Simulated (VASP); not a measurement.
# Ta: surface energy and work function by face, part 3 of 5

How do surface energy, work function and relaxation of Ta depend on the face?

VASP 6.6.1; PBE; plane waves and PAW (Ta).

So far. Step 3 (The bulk reference, job self-consistent run, k-mesh …): The run ends at a pressure of -0.51 GPa. Step 4 (Relaxing the slab, 7 atoms, face Ta(110)): The run ended after 12 ionic steps, 0.066 eV below its first step, once the forces on the free atoms met EDIFFG = -0.03.

## 5. Vacuum level and density of states, 7 atoms, face Ta(110)

A static run writes the electrostatic potential without exchange and correlation (LVHAR), which is flat in the vacuum and gives the level to count from. The dipole correction cancels the field that unlike faces would set up across the vacuum.

File INCAR:

```
SYSTEM = Ta
PREC = Normal
ENCUT = 320
EDIFF = 1E-06
NELM = 120
ISMEAR = 1
SIGMA = 0.15
LREAL = .FALSE.
ALGO = Fast
GGA = PE
NBANDS = 24
LASPH = .TRUE.
LORBIT = 11
LWAVE = .FALSE.
LCHARG = .TRUE.
KPAR = 4
IDIPOL = 3
LDIPOL = .TRUE.
DIPOL = 0.5 0.5 0.5
LVHAR = .TRUE.
LVACPOTAV = .TRUE.
NEDOS = 1500
```

File POSCAR:

```
Ta
1.0
    3.3100000000      0.0000000000      0.0000000000
    1.6550000000      2.3405234457      0.0000000000
    0.0000000000      0.0000000000     29.0431406744
Ta
7
Direct
    0.0000000000      0.0000000000      0.2621315941
    0.5000000000      0.0000000000      0.3387331621
    0.0000000000      0.0000000000      0.4195728349
    0.5000000000      0.0000000000      0.5000000000
    0.0000000000      0.0000000000      0.5804271651
    0.5000000000      0.0000000000      0.6612668379
    0.0000000000      0.0000000000      0.7378684059
```

File KPOINTS:

```
Automatic mesh
0
Gamma
13 13 1
0 0 0
```

PAW data sets: Ta (PBE family, release 64).

Started as:

```bash
> mpirun -np 4 vasp_std
```

Output:

```text
[... set-up lines as in an earlier step ...]
 entering main loop
       N       E                     dE             d eps       ncg     rms          rms(c)
DAV:   1     0.821414452343E+02    0.82141E+02   -0.98912E+03  2360   0.775E+02
DAV:   2    -0.731836183819E+02   -0.15533E+03   -0.14538E+03  3368   0.167E+02
DAV:   3    -0.860824604019E+02   -0.12899E+02   -0.12306E+02  3248   0.493E+01
DAV:   4    -0.868450680345E+02   -0.76261E+00   -0.74518E+00  3944   0.113E+01
DAV:   5    -0.868662730036E+02   -0.21205E-01   -0.19863E-01  3640   0.182E+00    0.367E+01
RMM:   6    -0.125728156670E+03   -0.38862E+02   -0.12022E+02  3979   0.325E+01    0.209E+01
RMM:   7    -0.108279558241E+03    0.17449E+02   -0.11612E+02  3340   0.308E+01    0.186E+01
RMM:   8    -0.822958904958E+02    0.25984E+02   -0.13655E+01  2649   0.143E+01    0.834E+00
RMM:   9    -0.810739914526E+02    0.12219E+01   -0.68681E+00  3409   0.771E+00    0.568E+00
RMM:  10    -0.817158864495E+02   -0.64189E+00   -0.20313E+00  3058   0.478E+00    0.487E+00
RMM:  11    -0.815223769736E+02    0.19351E+00   -0.55790E-01  3745   0.240E+00    0.433E+00
RMM:  12    -0.811190847631E+02    0.40329E+00   -0.21631E-01  3222   0.139E+00    0.316E+00
RMM:  13    -0.808257558681E+02    0.29333E+00   -0.97500E-01  4043   0.239E+00    0.148E+00
RMM:  14    -0.807761881444E+02    0.49568E-01   -0.11592E-01  3144   0.111E+00    0.108E+00
RMM:  15    -0.807459451972E+02    0.30243E-01   -0.28567E-02  3060   0.650E-01    0.488E-01
RMM:  16    -0.807416470481E+02    0.42981E-02   -0.25694E-02  3231   0.494E-01    0.307E-01
RMM:  17    -0.807404455551E+02    0.12015E-02   -0.77277E-03  3498   0.302E-01    0.172E-01
RMM:  18    -0.807397537929E+02    0.69176E-03   -0.24218E-03  3399   0.167E-01    0.889E-02
RMM:  19    -0.807398402831E+02   -0.86490E-04   -0.30481E-03  3605   0.150E-01    0.836E-02
RMM:  20    -0.807395806327E+02    0.25965E-03   -0.27001E-04  3031   0.724E-02    0.499E-02
RMM:  21    -0.807394671587E+02    0.11347E-03   -0.22595E-04  3286   0.466E-02    0.193E-02
RMM:  22    -0.807394834163E+02   -0.16258E-04   -0.17725E-04  3401   0.371E-02    0.145E-02
RMM:  23    -0.807394898737E+02   -0.64574E-05   -0.18195E-05  2848   0.172E-02    0.109E-02
RMM:  24    -0.807394988093E+02   -0.89356E-05   -0.99820E-06  2513   0.999E-03    0.706E-03
RMM:  25    -0.807395088962E+02   -0.10087E-04   -0.31857E-06  1981   0.642E-03    0.423E-03
RMM:  26    -0.807395197827E+02   -0.10886E-04   -0.41901E-06  2166   0.670E-03    0.149E-03
RMM:  27    -0.807395290270E+02   -0.92443E-05   -0.10107E-06  1566   0.415E-03    0.180E-03
RMM:  28    -0.807395359132E+02   -0.68862E-05   -0.66339E-07  1526   0.312E-03    0.788E-04
RMM:  29    -0.807395381472E+02   -0.22340E-05   -0.30700E-07  1350   0.231E-03    0.487E-04
RMM:  30    -0.807395393830E+02   -0.12358E-05   -0.18760E-07  1065   0.179E-03    0.186E-04
RMM:  31    -0.807395394814E+02   -0.98397E-07   -0.72516E-08   759   0.149E-03
 -----------------------------------------------------------------------------
|                                                                             |
|           W    W    AA    RRRRR   N    N  II  N    N   GGGG   !!!           |
|           W    W   A  A   R    R  NN   N  II  NN   N  G    G  !!!           |
|           W    W  A    A  R    R  N N  N  II  N N  N  G       !!!           |
|           W WW W  AAAAAA  RRRRR   N  N N  II  N  N N  G  GGG   !            |
|           WW  WW  A    A  R   R   N   NN  II  N   NN  G    G                |
|           W    W  A    A  R    R  N    N  II  N    N   GGGG   !!!           |
|                                                                             |
|     Did not find any points to average over, which means that no vacuum     |
|     field-free region was found. Please increase the size of  your cell     |
|     in the dimension of the dipole correction to obtain accurate            |
|     workfunction values.                                                    |
|                                                                             |
 -----------------------------------------------------------------------------

   1 F= -.80739539E+02 E0= -.80738028E+02  d E =-.453433E-02
```

Wall time 51 s (4 MPI ranks of Intel Xeon Platinum 8259CL at 2.50GHz (Skylake/Cascade Lake), shared host); peak memory 0.9 GiB; 3.3 min of CPU time.

Parts of OUTCAR (step 5):

```text
   NELECT =      35.0000    total number of electrons

 dipolmoment           0.000000      0.000000     -0.000000 electrons x Angstroem

 E-fermi :   1.2743

 k-point     1 :       0.0000    0.0000    0.0000
  band No.  band energies     occupation
    ...
     10       0.1851      2.00000
     11       0.6802      2.00000
     12       0.8102      2.00011
     13       0.8883      2.00166
     14       1.2023      1.71792
     15       1.5005     -0.05460
     16       1.5277     -0.03808
     17       1.6280     -0.00427
     18       1.8953     -0.00000
     19       1.9373     -0.00000
    ...

  Total       -2.0634702     -3.1975702     -0.4218193     -0.0000000      0.0000000      0.0000000
  in kB      -14.6934645    -22.7691128     -3.0036720     -0.0000000      0.0000000      0.0000000
  external PRESSURE =     -13.4887498 kB  Pullay stress =       0.0000000 kB

 POSITION                                       TOTAL-FORCE (eV/Angst)
 -----------------------------------------------------------------------------------
      0.00000      0.00000      7.61312        -0.000000      0.000000      0.004384
      1.65500      0.00000      9.83787        -0.000000      0.000000      0.010234
      0.00000      0.00000     12.18571        -0.000000      0.000000     -0.010394
      1.65500      0.00000     14.52157        -0.000000      0.000000      0.000000
      0.00000      0.00000     16.85743         0.000000      0.000000      0.010394
      1.65500      0.00000     19.20527        -0.000000      0.000000     -0.010234
      0.00000      0.00000     21.43002         0.000000      0.000000     -0.004384
 -----------------------------------------------------------------------------------
    total drift:                               -0.000000     -0.000000      0.000000

  FREE ENERGIE OF THE ION-ELECTRON SYSTEM (eV)
  ---------------------------------------------------
  free  energy   TOTEN  =       -80.7395394814 eV

  energy  without entropy=      -80.7350051479  energy(sigma->0) =      -80.73802804

 vacuum level on the upper side and lower side of the slab         6.019         6.019

[... 7 parts as in an earlier step ...]

[... 10 further parts left out ...]
```

Numbers from this step:

```yaml
electronic_cycles: 31
dipole_moment: 0, 0, 0 e·Å
vacuum_levels: 6.019, 6.019 eV
work_functions_of_the_upper_and_lower_face: 4.745, 4.745 eV
```

The planar average of the electrostatic potential oscillates, so the rows of the table below give means over windows of 2.27 Å about each position, cut where the curve ends. Its maxima inside the range that stand out by 2 % of the span (Å: eV): 8.7: -2.25, 11.0: -1.23, 13.4: -1.34, 15.7: -1.34, 18.0: -1.23, 20.3: -2.25. Its minima: 7.6: -9.87, 9.9: -9.76, 12.1: -9.63, 14.5: -9.66, 16.9: -9.63, 19.2: -9.76, 21.4: -9.87.

Zero at the Fermi level. The planar average of the electrostatic potential by height; means over each step:

```tsv
height (Å)	planar average of the electrostatic potential (eV)
1.14	4.75
3.41	4.74
5.68	2.84
7.95	-6.22
10.22	-5.78
12.49	-5.76
14.76	-5.77
17.03	-5.78
19.30	-5.99
21.57	-5.88
23.84	4.05
26.11	4.74
28.38	4.75
```

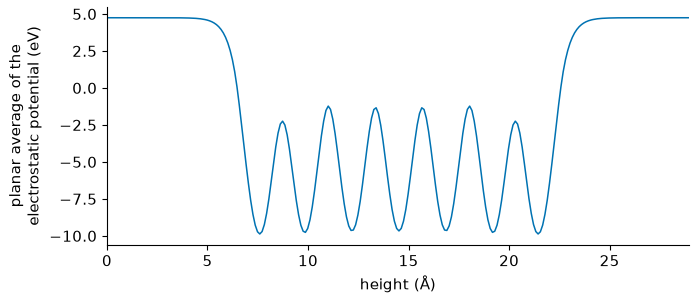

Planar average of the electrostatic potential against height.

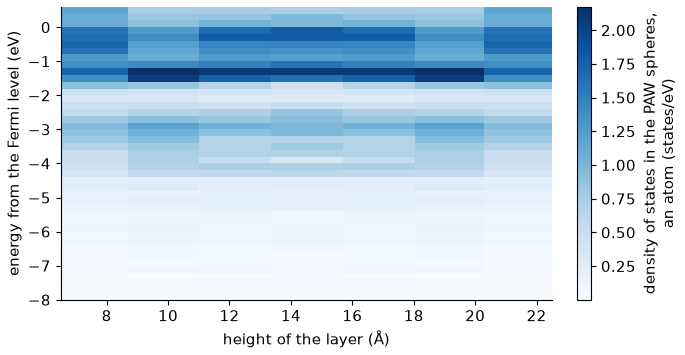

Density of states in the PAW spheres, an atom over height of the layer and energy from the Fermi level.

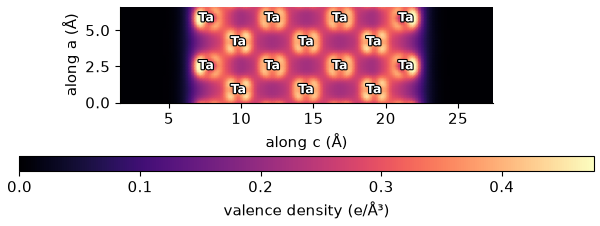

Valence density in the ca plane at fractional y = 0.000, with atoms of Ta within 0.2 Å of it. It is the smooth field of the valence electrons, not physical close to the nuclei. The map starts off the cell's origin, so that atoms lie inside it. The far vacuum is left out of the map.

The map of layer states is cut here 0.5 eV above the Fermi level, so it leaves out the states above that.

The vacuum level lies 4.74 eV above the Fermi level at the upper face; both faces agree, as the slab has next to no dipole.

The program found no field-free point at its default tolerance, but its printed level agrees with the flat part of the planar average.

On this mesh the fine structure of the density of states is sampling noise, and high empty states may be cut by the number of bands.

(Part 3 of 5 ends here.)

[Lines on the potential files, build, host, timing and source positions are cut from VASP's logs without a mark.]

[Logs are printed without paths, hosts, clocks, repeated set-up lines and the standing remarks that a program may print on its own settings, such as how far it seeks lower states.]

[Hosts, paths, dates, database ids (printed as entryN), source tags and the programs' standing remarks are cut or masked in the printed files.]

[Runs that stopped without an error message from VASP are left out.]
